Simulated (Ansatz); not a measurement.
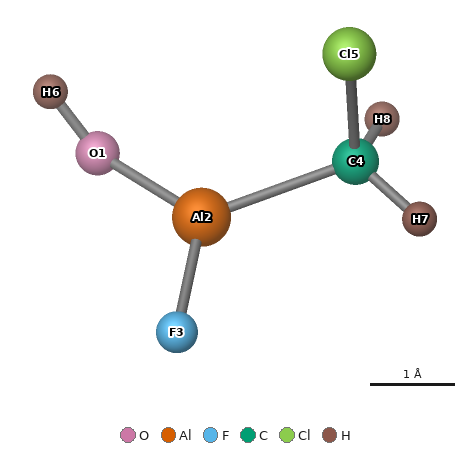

Figure 1. The structure (ball-and-stick view, seen at a tilt; atoms are numbered from 1 in the order of the input). Sticks mark near contacts.

# CH3AlClFO: phonon calculation

System: CH3AlClFO.
Method: RHF/6-31G* (Ansatz 0.2.0).

It belongs to a series of runs on one base structure; here: vibrations at the highest image of the band. Figures and captions count atoms from 1; the log counts them from 0 in places.

**Input**
```yaml
crystal:
  periodic: [false, false, false]
  atoms:
    - { symbol: O, position_ang: [-0.871142, 0.84961, 1.633063] }
    - { symbol: Al, position_ang: [0.208921, -0.135199, 0.819346] }
    - { symbol: F, position_ang: [1.475894, -0.791056, 1.619273] }
    - { symbol: C, position_ang: [0.00244, -0.582069, -1.081015] }
    - { symbol: Cl, position_ang: [0.74087, 0.899609, -1.872249] }
    - { symbol: H, position_ang: [-1.029391, 1.772102, 1.725467] }
    - { symbol: H, position_ang: [0.571905, -1.424456, -1.442582] }
    - { symbol: H, position_ang: [-1.007297, -0.64564, -1.457202] }
basis:
  gaussian: { orbitals: "6-31G*" }
hamiltonian:
  xc: hf
phonons: {}
```

Hardware: 1 thread of Arm Neoverse V1, 24 GiB of memory available, shared host.

Command:
```bash
ansatz run input.yaml --threads 1 --pin off --max-ram 2048MiB --backend cpu --events-out ev --progress --plain --runs-dir out
```

**Log**
```
Engine: ansatz 0.2.0, aarch64-unknown-linux-gnu
Functional definition: HF
  exchange = exact_x
  correlation = 0
890 factors; integrals over basis functions are off by at most 3.7e-4 eV
mean field evaluation 1: about -24906.3001 eV, gradient 4.5e1 eV
mean field evaluation 2: about -24906.3581 eV, gradient 4.5e1 eV
mean field evaluation 4: about -24910.1281 eV, gradient 2.4e0 eV
mean field evaluation 8: about -24910.1582 eV, gradient 1.9e-1 eV
mean field -24910.15836498 eV, -915.4314352012 hartree, gradient 3.1e-5 eV, S^2 0.000000; 0 other end points of the search recorded, 0 dependent functions left out
the calculation of the forces begins
reference -24910.15836498 eV, -915.4314352012 hartree; 28, 28 occupied and 61, 61 virtual orbitals, 890 factors
these checks for a lower state are left out or cut short: stability, starts, cluster_reference, orbital_swaps, neighbouring_geometries, increment
890 factors; integrals over basis functions are off by at most 3.7e-4 eV
mean field evaluation 16: about -24910.1583 eV, gradient 1.6e-4 eV
mean field -24910.15831248 eV, -915.4314332720 hartree, gradient 1.1e-6 eV, S^2 0.000000; 0 other end points of the search recorded, 0 dependent functions left out
[... from here on the field's lines of each further geometry are left out, up to the last ...]
the calculation of the forces begins
reference -24910.15834589 eV, -915.4314344998 hartree; 28, 28 occupied and 61, 61 virtual orbitals, 890 factors
these checks for a lower state are left out or cut short: stability, starts, cluster_reference, orbital_swaps, neighbouring_geometries, increment
890 factors; integrals over basis functions are off by at most 3.7e-4 eV
mean field -24910.15832987 eV, -915.4314339111 hartree, gradient 3.1e-6 eV, S^2 0.000000; 0 other end points of the search recorded, 0 dependent functions left out
the calculation of the forces begins
reference -24910.15832987 eV, -915.4314339111 hartree; 28, 28 occupied and 61, 61 virtual orbitals, 890 factors
WARN: phonons: modes at or below zero, which the zero-point energy, F, S and C_V leave out: 1, the lowest at -325.30 cm⁻¹. A minimum has none, and a first-order saddle one
Total energy: -24910.15836498 eV, -915.4314352012 hartree
Atom 0 at    -0.871142     0.849610     1.633063 Å, force    -0.003007    -0.024319     0.012155 eV/Å
Atom 1 at     0.208921    -0.135199     0.819346 Å, force     0.016121     0.018263     0.000787 eV/Å
Atom 2 at     1.475894    -0.791056     1.619273 Å, force    -0.011927    -0.000596    -0.004752 eV/Å
Atom 3 at     0.002440    -0.582069    -1.081015 Å, force    -0.000975    -0.002740    -0.010958 eV/Å
Atom 4 at     0.740870     0.899609    -1.872249 Å, force     0.001129     0.001431     0.002879 eV/Å
Atom 5 at    -1.029391     1.772102     1.725467 Å, force    -0.000115     0.013486    -0.006188 eV/Å
Atom 6 at     0.571905    -1.424456    -1.442582 Å, force    -0.002280    -0.005199     0.002888 eV/Å
Atom 7 at    -1.007297    -0.645640    -1.457202 Å, force     0.001054    -0.000325     0.003188 eV/Å
Dipole moment:    -0.362418    -0.009877    -0.030555 e Å
Vibrations: -325.30 47.48 82.46 198.62 276.16 292.83 436.02 617.13 698.87 726.95 879.94 1006.18 1210.12 1293.83 1583.38 3283.19 3351.09 4238.52 cm⁻¹, zero-point energy 1.253652 eV
```

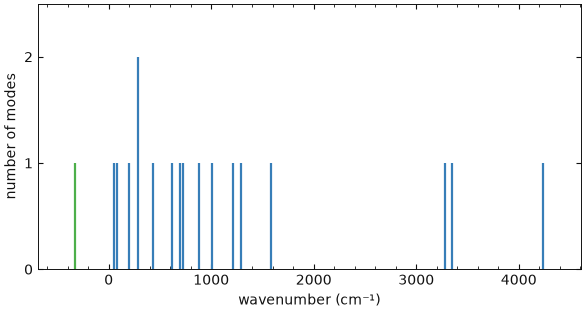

Figure 2. Harmonic vibrational wavenumbers from the force constants; neighbouring modes closer than 21 cm⁻¹ are counted in one stick, and imaginary ones are drawn at negative wavenumbers. 18 modes from 325i to 4239 cm⁻¹, 1 imaginary beyond 8i (325i cm⁻¹): a first-order saddle point, if the geometry is stationary.

**Key numbers**

```json
{"quantity": "outcome", "value": "converged"}
{"quantity": "total energy", "value": "−24910.1584 eV"}
{"quantity": "mean-field energy", "value": "−24910.1584 eV"}
{"quantity": "largest force (length of the vector)", "value": "0.027 eV/Å"}
{"quantity": "wall time", "value": "73 s"}
{"quantity": "peak memory", "value": "0.16 GiB"}
```
